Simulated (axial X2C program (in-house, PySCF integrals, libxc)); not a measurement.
# All-electron X2C curves of HfBr⁺, part 2 of 2

Computed with an in-house X2C program for linear molecules on PySCF integrals; all-electron X2C, Hf dyall-cv3z, Br dyall-cv3z. Earlier steps stand in the parts before.

## (9) PBE0, 2c

State followed: Ω = 1 (excess of +ω over −ω: ω = -1/2, ω = 3/2). The scan is laid around 2.361 Å, a first estimate of the minimum, and this SCF restarts from the orbitals of the search.

The SCF at the reference distance of 2.361 Å:

```text
two-component X2C + atomic mean field  PBE0
basis functions 287  fitting functions 1490  grid points 5801
iter        total energy     max residual
   1     -17681.384459764     5.92e-06
   2     -17681.384459767     1.30e-05
   3     -17681.384459768     2.16e-06
converged
one-electron -25405.69814413  Coulomb 7578.38389734  exact exchange -99.65938303  xc functional -305.52147694  nuclear repulsion 564.81430390  atomic mean-field constant -13.70365691
```

Along the bond, energies from the lowest point:

| R (Å) | E (eV) | μ (D) | HOMO (eV) | LUMO (eV) | iterations |
| --- | --- | --- | --- | --- | --- |
| 2.054 | 1.3164 | -3.19 | -10.75 | -8.00 | 13 |
| 2.148 | 0.5437 | -3.59 | -10.91 | -8.07 | 13 |
| 2.219 | 0.2148 | -3.90 | -11.03 | -8.14 | 13 |
| 2.290 | 0.0462 | -4.22 | -11.15 | -8.22 | 13 |
| 2.361 | 0.0000 | -4.55 | -11.28 | -8.31 | 3 |
| 2.444 | 0.0614 | -4.94 | -11.43 | -8.42 | 12 |
| 2.526 | 0.2126 | -5.32 | -11.57 | -8.53 | 12 |
| 2.632 | 0.4952 | -5.81 | -11.75 | -8.68 | 13 |
| 2.762 | 0.9205 | -6.39 | -11.94 | -8.87 | 14 |
| 2.951 | 1.6015 | -7.15 | -12.17 | -9.14 | 15 |

Dipoles are positive if Br is the positive end and refer to the centre of mass.

Outer spinors at the reference distance:

```json
{"ω": "1/2", "occupied": "yes", "ε (eV)": "-27.46", "atomic character": "64% Br s, 16% Hf f, 8% Hf d", "λ mixture": "92% σ, 8% π"}
{"ω": "-1/2", "occupied": "yes", "ε (eV)": "-27.40", "atomic character": "62% Br s, 18% Hf f, 8% Hf d", "λ mixture": "89% σ, 11% π"}
{"ω": "-3/2", "occupied": "yes", "ε (eV)": "-26.94", "atomic character": "100% Hf f", "λ mixture": "68% π, 32% δ"}
{"ω": "-5/2", "occupied": "yes", "ε (eV)": "-26.90", "atomic character": "100% Hf f", "λ mixture": "83% δ, 17% φ"}
{"ω": "3/2", "occupied": "yes", "ε (eV)": "-26.89", "atomic character": "100% Hf f", "λ mixture": "74% π, 26% δ"}
{"ω": "-1/2", "occupied": "yes", "ε (eV)": "-26.87", "atomic character": "88% Hf f, 9% Br s", "λ mixture": "62% σ, 38% π"}
{"ω": "5/2", "occupied": "yes", "ε (eV)": "-26.87", "atomic character": "100% Hf f", "λ mixture": "87% δ, 13% φ"}
{"ω": "-7/2", "occupied": "yes", "ε (eV)": "-26.85", "atomic character": "100% Hf f", "λ mixture": "100% φ"}
{"ω": "1/2", "occupied": "yes", "ε (eV)": "-26.85", "atomic character": "90% Hf f, 7% Br s", "λ mixture": "67% σ, 33% π"}
{"ω": "7/2", "occupied": "yes", "ε (eV)": "-26.74", "atomic character": "100% Hf f", "λ mixture": "100% φ"}
{"ω": "-1/2", "occupied": "yes", "ε (eV)": "-15.49", "atomic character": "73% Br p, 12% Hf d, 8% Hf s", "λ mixture": "98% σ, 2% π"}
{"ω": "1/2", "occupied": "yes", "ε (eV)": "-15.42", "atomic character": "74% Br p, 12% Hf d, 7% Hf s", "λ mixture": "97% σ, 3% π"}
{"ω": "-1/2", "occupied": "yes", "ε (eV)": "-14.40", "atomic character": "75% Br p, 13% Hf d, 5% Hf f", "λ mixture": "98% π, 2% σ"}
{"ω": "1/2", "occupied": "yes", "ε (eV)": "-14.40", "atomic character": "72% Br p, 16% Hf d, 4% Hf f", "λ mixture": "98% π, 2% σ"}
{"ω": "3/2", "occupied": "yes", "ε (eV)": "-14.11", "atomic character": "74% Br p, 14% Hf d, 5% Hf f", "λ mixture": "100% π"}
{"ω": "-3/2", "occupied": "yes", "ε (eV)": "-14.09", "atomic character": "72% Br p, 16% Hf d, 5% Hf f", "λ mixture": "100% π"}
{"ω": "-1/2", "occupied": "yes", "ε (eV)": "-11.79", "atomic character": "62% Hf s, 32% Hf d, 3% Hf p", "λ mixture": "100% σ"}
{"ω": "3/2", "occupied": "yes", "ε (eV)": "-11.28", "atomic character": "99% Hf d", "λ mixture": "99% δ, 1% π"}
{"ω": "1/2", "occupied": "no", "ε (eV)": "-8.31", "atomic character": "72% Hf s, 16% Hf d, 8% Hf p", "λ mixture": "97% σ, 3% π"}
{"ω": "-5/2", "occupied": "no", "ε (eV)": "-8.21", "atomic character": "100% Hf d", "λ mixture": "100% δ"}
{"ω": "1/2", "occupied": "no", "ε (eV)": "-8.13", "atomic character": "73% Hf d, 13% Hf p, 7% Br p", "λ mixture": "94% π, 6% σ"}
{"ω": "-3/2", "occupied": "no", "ε (eV)": "-7.81", "atomic character": "78% Hf d, 8% Hf p, 8% Br p", "λ mixture": "97% π, 3% δ"}
```

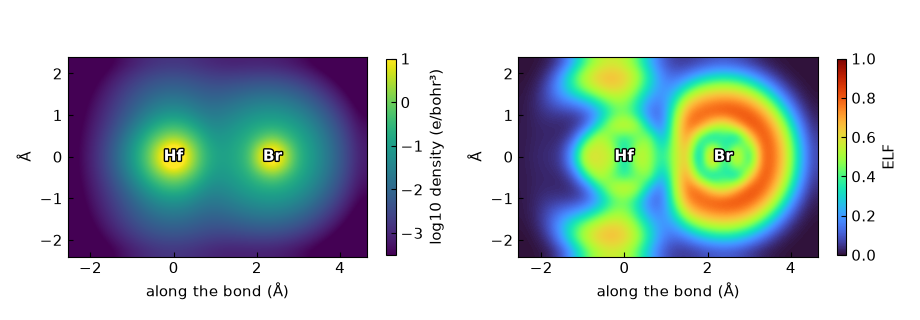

PBE0 fields in a plane through the axis, from a grid of 0.3 Å; Hf lies at z = 0 and Br at z = 2.361 Å; the ELF is damped to zero where the density is low.

Re = 2.358 Å, ωe = 304 cm⁻¹, ωexe = 0.502 cm⁻¹, Be = 0.05529 cm⁻¹, De = 4.17 eV, μ = -4.53 D.

## (10) HF, 2c

The SCF at the reference distance of 2.361 Å:

```text
two-component X2C + atomic mean field  HF
basis functions 287  fitting functions 1490  grid points 5801
iter        total energy     max residual
   1     -17674.841131910     8.38e-01
   2     -17674.898167468     3.45e-02
   3     -17674.897668304     4.33e-02
   4     -17674.903475670     1.73e-03
   5     -17674.903568844     9.46e-04
   6     -17674.903589008     4.16e-04
   7     -17674.903595949     1.13e-04
   8     -17674.903597768     8.65e-05
   9     -17674.903598499     7.75e-05
  10     -17674.903599294     6.74e-05
  11     -17674.903600098     4.78e-05
  12     -17674.903600414     3.03e-05
  13     -17674.903600517     1.64e-05
  14     -17674.903600540     9.58e-06
  15     -17674.903600549     4.02e-06
  16     -17674.903600551     1.32e-06
  17     -17674.903600552     4.11e-07
converged
one-electron -25408.31502893  Coulomb 7581.25667370  exact exchange -398.95589232  xc functional 0.00000000  nuclear repulsion 564.81430390  atomic mean-field constant -13.70365691
```

Re = 2.412 Å, ωe = 292.5 cm⁻¹, ωexe = 0.45 cm⁻¹, Be = 0.05282 cm⁻¹, De = 2.68 eV, μ = -6.25 D.

## (11) BHandHLYP, 2c

Output at 2.361 Å:

```text
two-component X2C + atomic mean field  BHandHLYP
basis functions 287  fitting functions 1490  grid points 5801
iter        total energy     max residual
   1     -17681.660992093     2.96e-01
   2     -17681.665873420     1.60e-02
   3     -17681.664856232     2.54e-02
   4     -17681.667121677     9.54e-04
   5     -17681.667153119     6.10e-04
   6     -17681.667173399     3.46e-04
   7     -17681.667184659     2.80e-04
   8     -17681.667192859     1.97e-04
   9     -17681.667198188     1.07e-04
  10     -17681.667199880     4.29e-05
  11     -17681.667200153     1.49e-05
  12     -17681.667200194     3.91e-06
  13     -17681.667200196     2.41e-06
  14     -17681.667200196     1.42e-06
converged
one-electron -25406.96528618  Coulomb 7579.73657878  exact exchange -199.37717696  xc functional -206.17196283  nuclear repulsion 564.81430390  atomic mean-field constant -13.70365691
```

Re = 2.375 Å, ωe = 300 cm⁻¹, ωexe = 0.492 cm⁻¹, Be = 0.05446 cm⁻¹, De = 3.54 eV, μ = -5.13 D.

## (12) Correlated methods, 2c

Correlated methods: 10 electrons correlated (frozen shells, counted by type: Hf 5 s, 4 p, 2 d, 1 f; Br 3 s, 2 p, 1 d), 332 virtual spinors in MP2, 90 natural virtuals in coupled cluster.

Output of the correlated part at 2.361 Å:

```text
correlated 10  virtual 332  natural virtual 90  E(MP2) -0.202802663  MP2 remainder -0.005893828
iter   CCSD correlation   residual
   1     -0.206723420   9.81e-02
   2     -0.211160500   4.15e-02
   3     -0.212887107   1.73e-02
   4     -0.212920224   5.79e-03
   5     -0.212951206   1.67e-03
   6     -0.212958156   6.10e-04
   7     -0.212956981   2.51e-04
   8     -0.212958565   1.35e-04
   9     -0.212957364   8.34e-05
  10     -0.212957741   4.91e-05
  11     -0.212957330   2.76e-05
  12     -0.212957495   1.61e-05
  13     -0.212957459   8.78e-06
  14     -0.212957459   4.25e-06
(T) -0.010263082  T1 0.0252  D1 0.0357  max T2 0.041
```

MP2: Re = 2.391 Å, ωe = 298.3 cm⁻¹, Be = 0.05375 cm⁻¹, De = 3.97 eV.

CCSD: Re = 2.395 Å, ωe = 296.3 cm⁻¹, ωexe = 0.476 cm⁻¹, Be = 0.05357 cm⁻¹, De = 3.67 eV. T1 at Re = 0.018 (Lee–Taylor, the printed value over √2).

CCSD(T): Re = 2.397 Å, ωe = 295.0 cm⁻¹, ωexe = 0.48 cm⁻¹, Be = 0.0535 cm⁻¹, De = 3.79 eV. T1 at Re = 0.018 (Lee–Taylor, the printed value over √2).

## (13) A higher determinant, 2c

State: Ω = 0 (closed shell).

Output at the reference distance:

```text
two-component X2C + atomic mean field  PBE0
basis functions 287  fitting functions 1490  grid points 5801
iter        total energy     max residual
   1     -17681.377025039     3.80e-06
   2     -17681.377025039     8.11e-06
converged
one-electron -25400.92694539  Coulomb 7573.49266967  exact exchange -99.62176823  xc functional -305.43162807  nuclear repulsion 564.81430390  atomic mean-field constant -13.70365691
```

| R (Å) | E above the lowest PBE0 point (eV) |
| --- | --- |
| 2.054 | 1.278 |
| 2.148 | 0.586 |
| 2.219 | 0.315 |
| 2.290 | 0.199 |
| 2.361 | 0.202 |
| 2.444 | 0.316 |
| 2.526 | 0.513 |
| 2.632 | 0.846 |
| 2.762 | 1.322 |

Re = 2.323 Å, ωe = 319 cm⁻¹, ωexe = 0.535 cm⁻¹, Be = 0.05696 cm⁻¹, μ = -3.32 D. Te = 0.19 eV. As a difference of two determinants it need not be a gap between pure terms.

## (14) The 2c curves together

Energy (eV) of the followed determinant, 2c, from each level's lowest point:

| R (Å) | PBE0 | HF | MP2 | CCSD | CCSD(T) | BHandHLYP |
| --- | --- | --- | --- | --- | --- | --- |
| 2.054 | 1.316 | 1.796 | 1.615 | n/a | n/a | 1.471 |
| 2.148 | 0.544 | 0.846 | 0.726 | 0.744 | 0.749 | 0.638 |
| 2.219 | 0.215 | 0.406 | 0.325 | 0.336 | 0.340 | 0.272 |
| 2.290 | 0.046 | 0.142 | 0.096 | 0.101 | 0.103 | 0.072 |
| 2.361 | 0.000 | 0.016 | 0.000 | 0.000 | 0.000 | 0.000 |
| 2.444 | 0.061 | 0.000 | 0.015 | 0.009 | 0.007 | 0.037 |
| 2.526 | 0.213 | 0.089 | 0.130 | 0.118 | 0.113 | 0.169 |
| 2.632 | 0.495 | 0.312 | 0.379 | 0.360 | 0.352 | 0.433 |
| 2.762 | 0.921 | 0.688 | 0.780 | n/a | n/a | 0.843 |
| 2.951 | 1.601 | 1.338 | 1.452 | n/a | n/a | 1.511 |

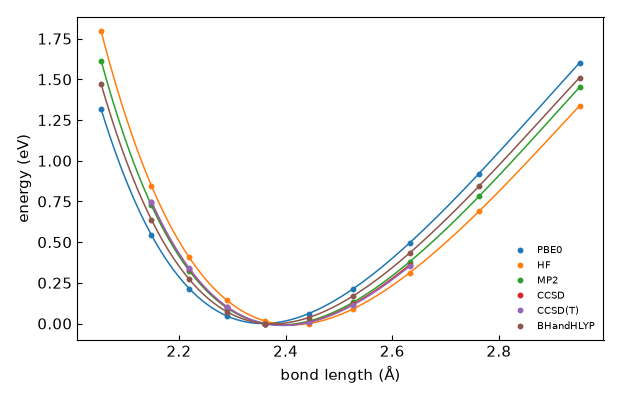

Curves of the followed state, 2c, each from its own lowest point.

The whole job took 7.3 min on 1 thread of Arm Neoverse V1, shared host; peak memory 0.83 GiB.

## (15) What came out

The summary covers parts 1 to 2.

Lowest determinant that the search found at its distance, spin-free: M_S = 1, Λ = 2 (beyond closed shells: σα, δ+α).

Lowest determinant that the search found at its distance, 2c: Ω = 1 (excess of +ω over −ω: ω = -1/2, ω = 3/2).

```json
{"Hamiltonian": "spin-free", "level": "PBE0", "Re (Å)": "2.355", "ωe (cm⁻¹)": "305", "De (eV)": "4.31", "μ (D)": "-4.51"}
{"Hamiltonian": "spin-free", "level": "HF", "Re (Å)": "2.409", "ωe (cm⁻¹)": "294.1", "De (eV)": "3.09", "μ (D)": "-6.22"}
{"Hamiltonian": "spin-free", "level": "MP2", "Re (Å)": "2.388", "ωe (cm⁻¹)": "299.9", "De (eV)": "4.20", "μ (D)": "n/a"}
{"Hamiltonian": "spin-free", "level": "CCSD", "Re (Å)": "2.392", "ωe (cm⁻¹)": "298.1", "De (eV)": "3.82", "μ (D)": "n/a"}
{"Hamiltonian": "spin-free", "level": "CCSD(T)", "Re (Å)": "2.394", "ωe (cm⁻¹)": "296.7", "De (eV)": "3.95", "μ (D)": "n/a"}
{"Hamiltonian": "spin-free", "level": "BHandHLYP", "Re (Å)": "2.372", "ωe (cm⁻¹)": "302", "De (eV)": "3.79", "μ (D)": "-5.09"}
{"Hamiltonian": "2c", "level": "PBE0", "Re (Å)": "2.358", "ωe (cm⁻¹)": "304", "De (eV)": "4.17", "μ (D)": "-4.53"}
{"Hamiltonian": "2c", "level": "HF", "Re (Å)": "2.412", "ωe (cm⁻¹)": "292.5", "De (eV)": "2.68", "μ (D)": "-6.25"}
{"Hamiltonian": "2c", "level": "MP2", "Re (Å)": "2.391", "ωe (cm⁻¹)": "298.3", "De (eV)": "3.97", "μ (D)": "n/a"}
{"Hamiltonian": "2c", "level": "CCSD", "Re (Å)": "2.395", "ωe (cm⁻¹)": "296.3", "De (eV)": "3.67", "μ (D)": "n/a"}
{"Hamiltonian": "2c", "level": "CCSD(T)", "Re (Å)": "2.397", "ωe (cm⁻¹)": "295.0", "De (eV)": "3.79", "μ (D)": "n/a"}
{"Hamiltonian": "2c", "level": "BHandHLYP", "Re (Å)": "2.375", "ωe (cm⁻¹)": "300", "De (eV)": "3.54", "μ (D)": "-5.13"}
```

Dipoles are positive if Br is the positive end and refer to the centre of mass.

Time per point (s) on 1 thread of Arm Neoverse V1, shared host (2c runs; CCSD comes with the CCSD(T) run); the times are rough: PBE0 2.6, HF 3.2, MP2 3.6, CCSD(T) 8.6, BHandHLYP 3.4.

At CCSD(T), going from spin-free to two-component changes Re by +3 mÅ, ωe by -0.6 %, which is small (part of it comes from the scalar share of the two-electron terms). It costs about 1.5 times the time. De moves by -0.16 eV; both De rest on single-determinant atoms, which can miss part of an open shell's spin–orbit lowering.

De refers to Hf+ + Br, each in the lowest determinant found, which need not be this curve's own limit. Each curve is one determinant whose occupation by symmetry is held fixed; it was picked as the lowest of a PBE0 search that is not exhaustive. Dissociation energies refer to the lowest single-determinant-based atoms at the same level and basis. Density functionals use the spin component along the axis (collinear). Coupled cluster ran in a truncated set of natural virtual spinors; the MP2 energy of the rest was added. With several unpaired electrons one determinant need not be a pure state. With the outer-core shells frozen, correlated bond lengths of heavy atoms tend to come out a few hundredths of an ångström too long.
